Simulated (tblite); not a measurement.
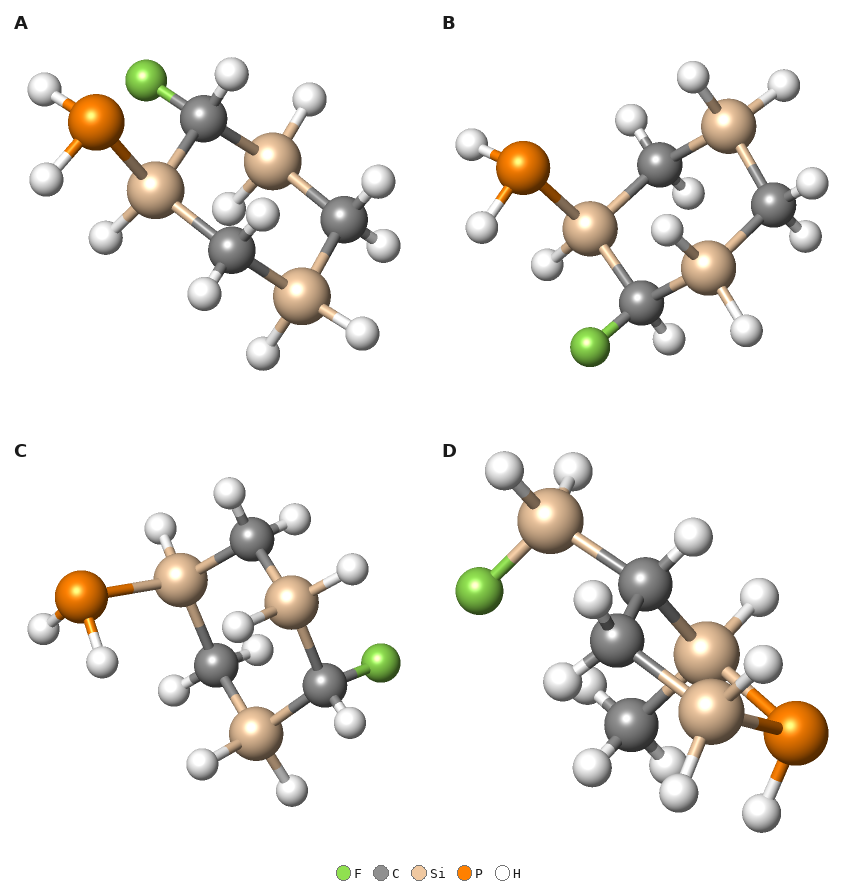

Figure made from data computed with tblite.

Which panel belongs to which SMILES?
(1) F[C@H]1[SiH2]C[Si@H](P)C[SiH2]1
(2) C[Si@@H]1P[SiH2]C[C@@H]1[SiH2]F
(3) F[C@@H]1[SiH2]C[SiH2]C[Si@H]1P
(4) F[C@@H]1[SiH2]C[SiH2]C[Si@@H]1P

Answer. A is (3), B is (4), C is (1), D is (2).
